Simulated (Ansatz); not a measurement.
System: zinc-blende HgS (metastable phase). Method: B3LYP (VWN-RPA form) (Ansatz, a program for electronic structure, plane waves, PAW).

Run with plane-wave cutoff 460 eV, 8×8×8 k mesh, Fermi–Dirac smearing 0.01 eV, scalar-relativistic PAW data made under PBE.

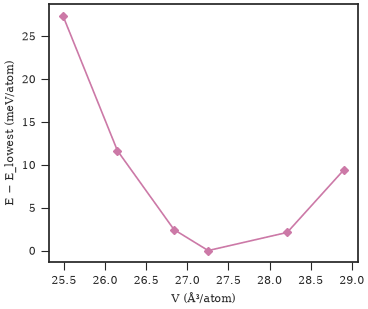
Fig. 1. Total energy against volume

From the curve, estimate the equilibrium volume and the bulk modulus.

V0 ≈ 27.5 Å³/atom and B0 ≈ 51 GPa; the fit gives V0 = 27.531 Å³/atom, B0 = 50.7 GPa, B′ = 4.8.

Measured, for comparison: equilibrium volume per atom 24.91 Å³/atom (295 K, not corrected to a static lattice; as tabulated in Cardona et al. (2009), arXiv:0908.2634). Computed (rounded) less measured: equilibrium volume per atom +10.5 %.

Note: the cell is over a tenth larger than the published one: the level's own overestimate first of all, though another phase or state, or a fault of the published cell, is possible.

Spin–orbit coupling is not included; it can shift volumes and moduli of such heavy elements.

Computed values are for the static lattice.
